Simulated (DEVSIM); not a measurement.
System: Pt/Al2O3/p-Ge capacitor, at 300 K.

```tsv
layer (left to right)	material	thickness (nm)	Na (cm⁻³)
1	Al2O3	20.0	-
2	Ge	13000	2.1e15
```

Metal gate on the left, work function 5.6 eV. Fixed charge at the semiconductor interface 0 cm⁻² (in units of +e); interface traps 1e11 cm⁻² eV⁻¹, uniform in energy, neutral level at 0.5 of the gap above the valence band.

Constants are typed, rounded textbook-type inputs, not results; the design itself was drawn at random and stands for no fabricated device. Values at 300 K.

```tsv
parameter	Al2O3	Ge
gap (eV)	6.8	0.664
affinity (eV)	1.35	4
permittivity	9	16
Nc (cm⁻³)	-	1.04e19
Nv (cm⁻³)	-	6e18
```

Simulated with DEVSIM: 1D Poisson equation in equilibrium, Boltzmann statistics, complete ionisation; no quantum confinement or tunnelling. Metal contacts follow the ideal Schottky-Mott rule: no Fermi-level pinning, no interface dipoles.

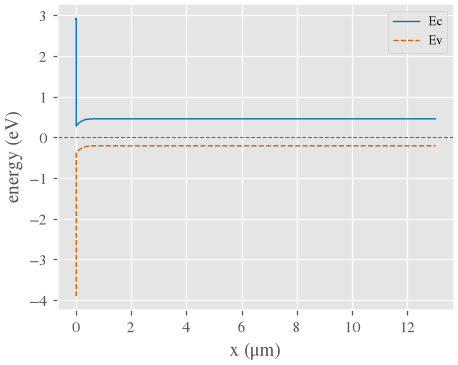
*Band edges at 1.35 V on the gate*

Energies count from the Fermi level of the right contact; mesh points crowd at the junctions.

```
x (μm)    Ec (eV)  Ev (eV)  n (cm⁻³)  p (cm⁻³)  field (V/cm)
--------  -------  -------  --------  --------  ------------
0.000       2.900   -3.900     < 1e2     < 1e2         16000
0.001726    2.903   -3.897     < 1e2     < 1e2         16000
0.005926    2.910   -3.890     < 1e2     < 1e2         16000
0.01364     2.922   -3.878     < 1e2     < 1e2         16000
0.01885     2.930   -3.870     < 1e2     < 1e2         16000
0.02036     0.283   -0.381    1.9e14    2.3e12          8500
0.02277     0.285   -0.379    1.7e14    2.5e12          8400
0.03309     0.293   -0.371    1.2e14    3.5e12          8200
0.05566     0.311   -0.353    6.2e13    7.0e12          7600
0.1172      0.353   -0.311    1.2e13    3.6e13          6200
0.2730      0.422   -0.242    8.4e11    5.2e14          2800
0.9403      0.458   -0.206    2.1e11    2.1e15           ≈ 0
2.481       0.458   -0.206    2.1e11    2.1e15           ≈ 0
6.380       0.458   -0.206    2.1e11    2.1e15           ≈ 0
11.17       0.458   -0.206    2.1e11    2.1e15           ≈ 0
12.30       0.458   -0.206    2.1e11    2.1e15           ≈ 0
12.75       0.458   -0.206    2.1e11    2.1e15           ≈ 0
12.92       0.458   -0.206    2.1e11    2.1e15           ≈ 0
12.99       0.458   -0.206    2.1e11    2.1e15           ≈ 0
13.01       0.458   -0.206    2.1e11    2.1e15           ≈ 0
13.02       0.458   -0.206    2.1e11    2.1e15           ≈ 0
13.02       0.458   -0.206    2.1e11    2.1e15           ≈ 0
```
